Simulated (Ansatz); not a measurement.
## C2HClFIn: frequency calculation

The run: frequency calculation of C2HClFIn, SMILES C#[C][In]([F])[Cl]. Method and program: HF/3-21G, RHF (Ansatz 0.2.0).

The geometry was optimised with HF/3-21G. Figures and captions count atoms from 1; the log counts them from 0 in places.

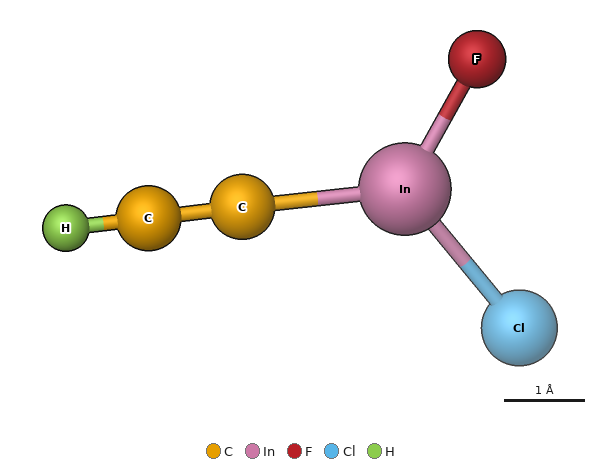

Fig. 1: The structure as given in the input (ball-and-stick view, seen at a tilt). Sticks mark near contacts.

## The input
```yaml
crystal:
  periodic: [false, false, false]
  atoms:
    - {symbol: C, position_ang: [1.093510, 0.347913, 1.701219]}
    - {symbol: C, position_ang: [0.439224, 0.104992, 0.728947]}
    - {symbol: In, position_ang: [-0.684945, -0.293969, -0.965829]}
    - {symbol: F, position_ang: [-1.790452, -1.832281, -1.122988]}
    - {symbol: Cl, position_ang: [-0.725152, 1.113982, -2.898421]}
    - {symbol: H, position_ang: [1.667915, 0.559363, 2.557173]}
basis:
  gaussian: {orbitals: 3-21G.json}
total_charge: 0
hamiltonian: {xc: hf}
phonons: {temperatures: {t_min: 298.15, t_max: 298.15, t_step: 1}}
```

Machine: 1 thread of Arm Neoverse V1, 112 GiB of memory available, shared host.

Launched with:
```bash
ansatz run input.yaml --threads 1 --pin off --max-ram 3480MiB --events-out events.jsonl --progress --plain --runs-dir runs
```

## Output
```
Functional definition: HF
  name "HF"
  exchange = exact_x
  correlation = 0
1003 factors; integrals over basis functions are off by at most 6.7e-4 eV
mean field evaluation 1: about -172714.5855 eV, gradient 3.6e1 eV
mean field evaluation 2: about -172714.7845 eV, gradient 3.6e1 eV
mean field evaluation 4: about -172717.4880 eV, gradient 2.4e0 eV
mean field evaluation 8: about -172717.5231 eV, gradient 2.4e-1 eV
mean field -172717.52347756 eV, -6347.2519156583 hartree, gradient 1.3e-5 eV, S^2 0.000000; 0 other end points of the search recorded, 0 dependent functions left out
the calculation of the forces begins
reference -172717.52347756 eV, -6347.2519156583 hartree; 44, 44 occupied and 31, 31 virtual orbitals, 1003 factors
these checks for a lower state are left out or cut short: stability, starts, cluster_reference, orbital_swaps, neighbouring_geometries, increment
1003 factors; integrals over basis functions are off by at most 6.7e-4 eV
mean field evaluation 16: about -172717.3121 eV, gradient 1.4e0 eV
mean field -172717.52329695 eV, -6347.2519090208 hartree, gradient 5.3e-6 eV, S^2 0.000000; 0 other end points of the search recorded, 0 dependent functions left out
[... from here on the field's lines of each further geometry are left out, up to the last ...]
the calculation of the forces begins
reference -172717.52338395 eV, -6347.2519122180 hartree; 44, 44 occupied and 31, 31 virtual orbitals, 1003 factors
these checks for a lower state are left out or cut short: stability, starts, cluster_reference, orbital_swaps, neighbouring_geometries, increment
1003 factors; integrals over basis functions are off by at most 6.7e-4 eV
mean field -172717.52338344 eV, -6347.2519121992 hartree, gradient 5.3e-6 eV, S^2 0.000000; 0 other end points of the search recorded, 0 dependent functions left out
the calculation of the forces begins
reference -172717.52338344 eV, -6347.2519121992 hartree; 44, 44 occupied and 31, 31 virtual orbitals, 1003 factors
Total energy: -172717.52347756 eV, -6347.2519156583 hartree
Atom 0 at     1.093510     0.347913     1.701219 Å, force     0.000244     0.000391    -0.000030 eV/Å
Atom 1 at     0.439224     0.104992     0.728947 Å, force     0.000006    -0.000356    -0.000049 eV/Å
Atom 2 at    -0.684945    -0.293969    -0.965829 Å, force    -0.000404     0.000221     0.000157 eV/Å
Atom 3 at    -1.790452    -1.832281    -1.122988 Å, force     0.000187    -0.000036    -0.000007 eV/Å
Atom 4 at    -0.725152     1.113982    -2.898421 Å, force     0.000117    -0.000038    -0.000060 eV/Å
Atom 5 at     1.667915     0.559363     2.557173 Å, force    -0.000150    -0.000182    -0.000012 eV/Å
Dipole moment:     0.382030    -0.016399     0.775327 e Å
Vibrations: 89.77 115.47 160.06 346.75 370.07 385.87 504.81 730.31 1031.98 1043.06 2309.59 3645.24 cm⁻¹, zero-point energy 0.665360 eV
```

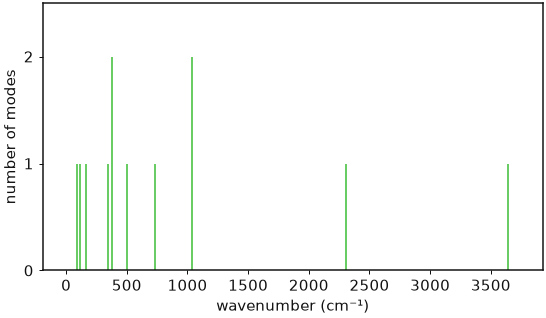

Fig. 2: Harmonic vibrational wavenumbers from the force constants; neighbouring modes closer than 16 cm⁻¹ are counted in one stick. 12 modes from 90 to 3645 cm⁻¹, none imaginary.

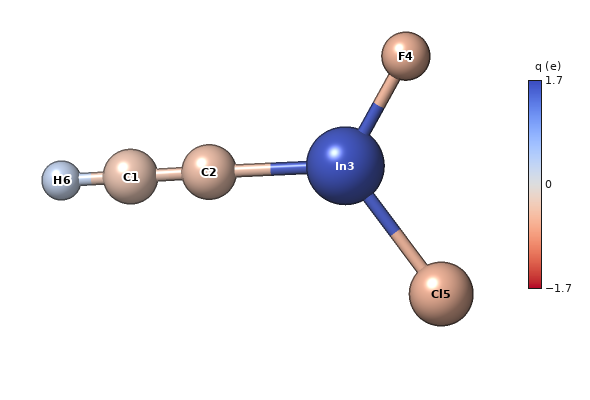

Fig. 3: Mulliken charges, as the colour of each atom (ball-and-stick view, seen at a tilt; atoms are numbered from 1 in the order of the input; Mulliken charges depend strongly on the basis). By element: C −0.46 to −0.39, In +1.61, F −0.53, Cl −0.57 and H +0.34 e.

## Results in brief

```csv
quantity,value
outcome,converged
total energy,−6347.251916 hartree
basis functions,75
largest force,0.000 eV/Å
zero-point energy,0.024452 hartree
dipole moment,4.15 D
"wavenumbers, lowest and highest",90 and 3645 cm⁻¹
wall time,78 s
peak memory,0.18 GiB
```
